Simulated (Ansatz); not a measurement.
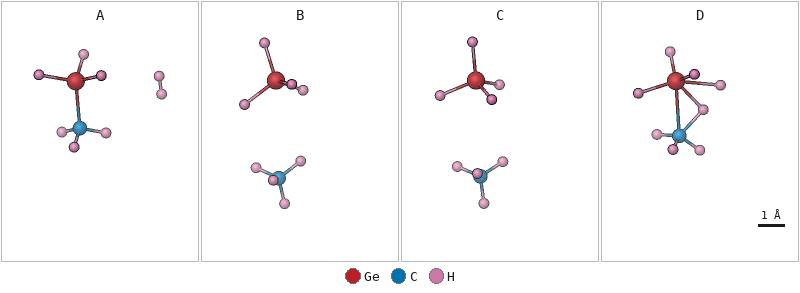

4 geometries from a converged minimum-energy path of CH8Ge, made up at the start of CH6Ge and H2, shuffled. The picture is a ball-and-stick view, seen at a tilt.

Theory: Ansatz 0.2.0, RKS PBE0-D4/def2-mTZVP. Run with 7 movable images; climbing image; force threshold 0.03 eV/Å; iteration limit 60; starting path through a guess of the saddle point.

Q: Which frame is the transition state?

A: D. In order along the path, whose images run from 0 to 8: A (image 1, 0.00 eV), D (image 4, +3.41 eV), B (image 7, −0.47 eV), C (image 8, −0.48 eV). Breaking: C–Ge (1.95 → 3.89 Å), H–H (0.74 → 2.99 Å). Forming: C–H (3.84 → 1.09 Å), Ge–H (3.56 → 1.54 Å).

Limits of the set-up: the start holds two separate molecules, 2.9 Å apart at their closest, whose relative position is a soft coordinate.

Cost: 9.2 min on 1 thread of Arm Neoverse V1, on a shared host, peak memory 0.16 GiB.
